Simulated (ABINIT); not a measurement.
**Quasiparticle gap of ZnS2 (Pa-3) in ABINIT**

How does a plane-wave GW calculation on ZnS2 (Pa-3) run from the first input to the gap?

Method: LDA and many-body steps on it, plane waves, in ABINIT 10.8.3.

### 1. Set-up

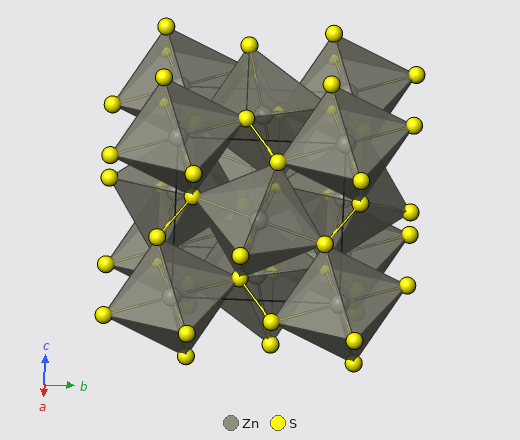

The cell as given, slightly off an axis (zinc grey, sulfur yellow). Some periodic images of atoms are drawn too.

The cell and positions are those that the Materials Project relaxed with its own functionals (PBE, PBE+U or r2SCAN), kept fixed.

### 2. Ground state

This step: ABINIT 10.8.3; DFT, LDA, plane waves, norm-conserving pseudopotentials.

The ground-state density comes first.

File run.abi:

```
acell 3*1.0 Angstrom
rprim 
  5.945430460000 0.000000000000 0.000000000000
  0.000000000000 5.945430460000 0.000000000000
  0.000000000000 0.000000000000 5.945430460000
ntypat 2
znucl 30 16
natom 12
typat 1 1 1 1 2 2 2 2 2 2 2 2
xred 
  0.500000000000 0.500000000000 0.000000000000
  0.500000000000 0.000000000000 0.500000000000
  0.000000000000 0.500000000000 0.500000000000
  0.000000000000 0.000000000000 0.000000000000
  0.100246390000 0.899753610000 0.399753610000
  0.899753610000 0.399753610000 0.100246390000
  0.399753610000 0.100246390000 0.899753610000
  0.600246390000 0.600246390000 0.600246390000
  0.899753610000 0.100246390000 0.600246390000
  0.100246390000 0.600246390000 0.899753610000
  0.600246390000 0.899753610000 0.100246390000
  0.399753610000 0.399753610000 0.399753610000
pp_dirpath "pseudos"
pseudos "Zn.upf, S.upf"
ecut 30
ngkpt 4 4 4
nshiftk 1
shiftk 0 0 0
kptopt 1
chksymbreak 0
nband 74
occopt 1
tolvrs 1e-08
nstep 60
prtwf 0
optforces 0
optstress 0
indata_prefix "in"
outdata_prefix "out"
tmpdata_prefix "tmp"
```

On the command line:

```bash
OMP_NUM_THREADS=1 mpirun -n 4 abinit run.abi > log
```

Numbers of over 12 decimals in the logs are rounded to 6 here.

Output:

```text
.Version 10.8.3 of ABINIT. v10.8.2 released Aug 2026.

 Symmetries : space group Pa -3 (#205); Bravais cP (primitive cubic)
================================================================================
 Values of the parameters that define the memory need of the present run
     intxc =       0    ionmov =       0      iscf =       7    lmnmax =       6
     lnmax =       6     mgfft =      60  mpssoang =       3    mqgrid =    3001
     natom =      12  nloc_mem =       1    nspden =       1   nspinor =       1
    nsppol =       1      nsym =      24    n1xccc =    2501    ntypat =       2
    occopt =       1   xclevel =       1
-    mband =          74        mffmem =           1         mkmem =           3
       mpw =       11176          nfft =      216000          nkpt =          11
================================================================================
  Rough estimation (10% accuracy) of disk space for files :
================================================================================

--------------------------------------------------------------------------------
------------- Echo of variables that govern the present computation ------------
--------------------------------------------------------------------------------
 -outvars: echo values of preprocessed input variables --------
            acell      1.8897261259E+00  1.8897261259E+00  1.8897261259E+00 Bohr

      chksymbreak           0
             ecut      3.00000000E+01 Hartree
-          fftalg         312

              ixc       -1012
              kpt      0.00000000E+00  0.00000000E+00  0.00000000E+00
                       2.50000000E-01  0.00000000E+00  0.00000000E+00
                       5.00000000E-01  0.00000000E+00  0.00000000E+00
                       2.50000000E-01  2.50000000E-01  0.00000000E+00
                       5.00000000E-01  2.50000000E-01  0.00000000E+00
                       2.50000000E-01  5.00000000E-01  0.00000000E+00
                       5.00000000E-01  5.00000000E-01  0.00000000E+00
                       2.50000000E-01  2.50000000E-01  2.50000000E-01
                       5.00000000E-01  2.50000000E-01  2.50000000E-01
                       5.00000000E-01  5.00000000E-01  2.50000000E-01
                       5.00000000E-01  5.00000000E-01  5.00000000E-01
         kptrlatt        4    0    0      0    4    0      0    0    4
          kptrlen      4.49409411E+01
P           mkmem           3
            natom          12
            nband          74
            ngfft          60      60      60
             nkpt          11
            nstep          60
             nsym          24
           ntypat           2
              occ      2.000000  2.000000  2.000000  2.000000  2.000000  2.000000
                       2.000000  2.000000  2.000000  2.000000  2.000000  2.000000
                       2.000000  2.000000  2.000000  2.000000  2.000000  2.000000
                       2.000000  2.000000  2.000000  2.000000  2.000000  2.000000
                       2.000000  2.000000  2.000000  2.000000  2.000000  2.000000
                       2.000000  2.000000  2.000000  2.000000  2.000000  2.000000
                       2.000000  2.000000  2.000000  2.000000  2.000000  2.000000
                       2.000000  2.000000  2.000000  2.000000  2.000000  2.000000
                       2.000000  2.000000  2.000000  2.000000  2.000000  2.000000
                       2.000000  2.000000  2.000000  2.000000  2.000000  2.000000
                       2.000000  2.000000  2.000000  2.000000  0.000000  0.000000
                       0.000000  0.000000  0.000000  0.000000  0.000000  0.000000
                       0.000000  0.000000
        optforces           0
        optstress           0
            prtwf           0
            rprim      5.9454304600E+00  0.0000000000E+00  0.0000000000E+00
[...]
spgroup         205

           tolvrs      1.00000000E-08

             xred      5.0000000000E-01  5.0000000000E-01  0.0000000000E+00
[...]
znucl       30.00000   16.00000

================================================================================

 chkinp: Checking input parameters for consistency.

================================================================================
== DATASET  1 ==================================================================
-   mpi_nproc: 4, omp_nthreads: 1 (-1 if OMP is not activated)

--- !DatasetInfo
iteration_state: {dtset: 1, }
dimensions: {natom: 12, nkpt: 11, mband: 74, nsppol: 1, nspinor: 1, nspden: 1, mpw: 11176, }
cutoff_energies: {ecut:  30.0, pawecutdg:  -1.0, }
electrons: {nelect:   1.28000000E+02, charge:   0.00000000E+00, occopt:   1.00000000E+00, tsmear:   1.00000000E-02, }

 Real(R)+Recip(G) space primitive vectors, cartesian coordinates (Bohr,Bohr^-1):
 R(1)= 11.2352353  0.0000000  0.0000000  G(1)=  0.0890057  0.0000000  0.0000000
 R(2)=  0.0000000 11.2352353  0.0000000  G(2)=  0.0000000  0.0890057  0.0000000
 R(3)=  0.0000000  0.0000000 11.2352353  G(3)=  0.0000000  0.0000000  0.0890057
 Unit cell volume ucvol=  1.4182295E+03 bohr^3
 Angles (23,13,12)=  9.00000000E+01  9.00000000E+01  9.00000000E+01 degrees

 getcut: wavevector=  0.0000  0.0000  0.0000  ngfft=  60  60  60
         ecut(hartree)=     30.000   => boxcut(ratio)=   2.16592

[...]
--- !BeginCycle
iteration_state: {dtset: 1, }
solver: {iscf: 7, nstep: 60, nline: 4, wfoptalg: 0, }
tolerances: {tolvrs: 1.00E-08, }

     iter   Etot(hartree)      deltaE(h)  residm     vres2
 ETOT  1  -897.06077851399    -8.971E+02 2.233E-01 5.456E+04
 ETOT  2  -899.44575833838    -2.385E+00 1.002E-01 1.088E+05
 ETOT  3  -920.63875674473    -2.119E+01 4.996E-02 1.507E+04
 ETOT  4  -922.93061247560    -2.292E+00 1.161E-01 5.985E+03
 ETOT  5  -923.63568284534    -7.051E-01 1.437E-02 2.652E+03
 ETOT  6  -923.92530997789    -2.896E-01 9.250E-03 1.306E+03
 ETOT  7  -924.15375988055    -2.284E-01 4.959E-03 2.370E+02
 ETOT  8  -924.20392968537    -5.017E-02 1.736E-03 9.734E+00
 ETOT  9  -924.20644337308    -2.514E-03 8.441E-04 7.178E-01
 ETOT 10  -924.20663811965    -1.947E-04 1.332E-03 1.089E-02
 ETOT 11  -924.20664469231    -6.573E-06 2.973E-04 2.325E-04
 ETOT 12  -924.20664474078    -4.847E-08 3.308E-04 5.612E-05
 ETOT 13  -924.20664476826    -2.748E-08 1.152E-04 4.726E-06
 ETOT 14  -924.20664476959    -1.330E-09 2.175E-04 5.853E-07
 ETOT 15  -924.20664476974    -1.548E-10 2.050E-04 4.099E-10

 At SCF step   15       vres2   =  4.10E-10 < tolvrs=  1.00E-08 =>converged.

--- !ResultsGS
iteration_state: {dtset: 1, }
comment   : Summary of ground state results
lattice_vectors:
- [ 11.2352353,   0.0000000,   0.0000000, ]
- [  0.0000000,  11.2352353,   0.0000000, ]
- [  0.0000000,   0.0000000,  11.2352353, ]
lattice_lengths: [  11.23524,   11.23524,   11.23524, ]
lattice_angles: [ 90.000,  90.000,  90.000, ] # degrees, (23, 13, 12)
lattice_volume:   1.4182295E+03
convergence: {deltae: -1.548E-10, res2:  4.099E-10, residm:  2.050E-04, diffor:  0.000E+00, }
etotal    :  -9.24206645E+02
entropy   :   0.00000000E+00
fermie    :   2.09772204E-01
cartesian_stress_tensor: null
pressure_GPa: null
xred      :
- [  5.0000E-01,   5.0000E-01,   0.0000E+00, Zn]
- [  5.0000E-01,   0.0000E+00,   5.0000E-01, Zn]
- [  0.0000E+00,   5.0000E-01,   5.0000E-01, Zn]
- [  0.0000E+00,   0.0000E+00,   0.0000E+00, Zn]
- [  1.0025E-01,   8.9975E-01,   3.9975E-01,  S]
- [  8.9975E-01,   3.9975E-01,   1.0025E-01,  S]
- [  3.9975E-01,   1.0025E-01,   8.9975E-01,  S]
- [  6.0025E-01,   6.0025E-01,   6.0025E-01,  S]
- [  8.9975E-01,   1.0025E-01,   6.0025E-01,  S]
- [  1.0025E-01,   6.0025E-01,   8.9975E-01,  S]
- [  6.0025E-01,   8.9975E-01,   1.0025E-01,  S]
- [  3.9975E-01,   3.9975E-01,   3.9975E-01,  S]
cartesian_forces: null
force_length_stats: {min: null, max: null, mean: null, }

 Integrated electronic density in atomic spheres:
 ------------------------------------------------
 Atom  Sphere_radius  Integrated_density
[...]
================================================================================

 ----iterations are completed or convergence reached----

 Mean square residual over all n,k,spin=   34.232E-08; max=  20.504E-05
 reduced coordinates (array xred) for   12 atoms
[...]
0.600246390000      0.600246390000      0.600246390000
       0.899753610000      0.100246390000      0.600246390000
       0.100246390000      0.600246390000      0.899753610000
       0.600246390000      0.899753610000      0.100246390000
       0.399753610000      0.399753610000      0.399753610000
 rms dE/dt=  0.0000E+00; max dE/dt=  0.0000E+00; dE/dt below (all hartree)
    1       0.000000000000      0.000000000000      0.000000000000
    2       0.000000000000      0.000000000000      0.000000000000
    3       0.000000000000      0.000000000000      0.000000000000
    4       0.000000000000      0.000000000000      0.000000000000
    5       0.000000000000      0.000000000000      0.000000000000
    6       0.000000000000      0.000000000000      0.000000000000
    7       0.000000000000      0.000000000000      0.000000000000
    8       0.000000000000      0.000000000000      0.000000000000
    9       0.000000000000      0.000000000000      0.000000000000
   10       0.000000000000      0.000000000000      0.000000000000
[...]
cartesian coordinates (angstrom) at end:
[...]
8      3.568723     3.568723     3.568723
    9      5.349423     0.596008     3.568723
   10      0.596008     3.568723     5.349423
   11      3.568723     5.349423     0.596008
   12      2.376707     2.376707     2.376707
 length scales=  1.889726125908  1.889726125908  1.889726125908 bohr
              =  1.000000000000  1.000000000000  1.000000000000 angstroms
 prteigrs : about to open file out_EIG
 Fermi (or HOMO) energy (hartree) =   0.20977   Average Vxc (hartree)=  -0.40304
 Eigenvalues (hartree) for nkpt=  11  k points:
 kpt#   1, nband= 74, wtk=  0.01563, kpt=  0.0000  0.0000  0.0000 (reduced coord)
  -4.40101   -4.40101   -4.40101   -4.40101   -2.72690   -2.72690   -2.72689   -2.72689
  -2.72689   -2.72683   -2.72683   -2.72683   -2.72672   -2.72665   -2.72665   -2.72665
  -0.38545   -0.34716   -0.34716   -0.34716   -0.21733   -0.21733   -0.21733   -0.19310
  -0.06547   -0.06547   -0.06547   -0.05568   -0.05568   -0.05568   -0.05541   -0.05541
  -0.04635   -0.04635   -0.04635   -0.04375   -0.04375   -0.04343   -0.04329   -0.04329
  -0.04329   -0.04232   -0.04232   -0.04232   -0.01657    0.00015    0.00015    0.00015
   0.00299    0.00299    0.00299    0.02699    0.02699    0.05281    0.05281    0.05281
   0.07824    0.07824    0.07824    0.18320    0.18320    0.18320    0.20977    0.20977
   0.27003    0.28781    0.31174    0.31174    0.31174    0.37967    0.37967    0.37975
   0.39422    0.39422
 prteigrs : prtvol=0 or 1, do not print more k-points.

--- !EnergyTerms
iteration_state     : {dtset: 1, }
comment             : Components of total free energy in Hartree
kinetic             :  3.99623452448005E+02
hartree             :  3.73601065649320E+02
xc                  : -1.13914084269755E+02
Ewald energy        : -4.73038603055052E+02
psp_core            :  1.58929907549223E+01
local_psp           : -9.46248778561440E+02
non_local_psp       : -1.80122687735741E+02
total_energy        : -9.24206644769740E+02
total_energy_eV     : -2.51489439819316E+04
band_energy         : -1.04313096433297E+02

== END DATASET(S) ==============================================================
================================================================================

 -outvars: echo values of variables after computation  --------
           etotal     -9.2420664477E+02
            nband          74
             nkpt          11
          spgroup         205
 [... the other variables as echoed above ...]

 Calculation completed.
```

It took 3.2 min on 4 MPI ranks of Intel Xeon Platinum 8488C (Sapphire Rapids), shared host; peak memory 0.62 GiB.

Numbers from this step:

| Item | Value |
| --- | --- |
| total energy | -25148.9440 eV |
| gap | 1.260 eV |
| k of the valence top | 0, 0, 0 |
| k of the conduction bottom | 0.25, 0.25, 0.25 |
| least direct gap | 1.640 eV |

The gap is indirect, with the least direct gap 0.38 eV higher.

[end of part 1 of 3]

[Paths, hosts, dates, memory and timing lines, banners, echoed tables and standing remarks are left out of the program output.]

[Logs are printed without paths, hosts, clocks, repeated set-up lines and the standing remarks that a program may print on its own settings, such as how far it seeks lower states.]

[Runs of the session that timed out or met a known fault of the program may be left out.]

[Hosts, paths, dates, database ids (printed as entryN), source tags and the programs' standing remarks are cut or masked in the printed files.]

[G0W0 gaps are taken among the corrected bands and points alone; a level outside them can change the order at an edge.]

[Where Ansatz stands beside ABINIT at settings called matched, ABINIT's density can come from a denser mesh and the files from another edition; pairs whose starting gaps differed by over 0.03 eV were left out, so agreement reads better than it is.]
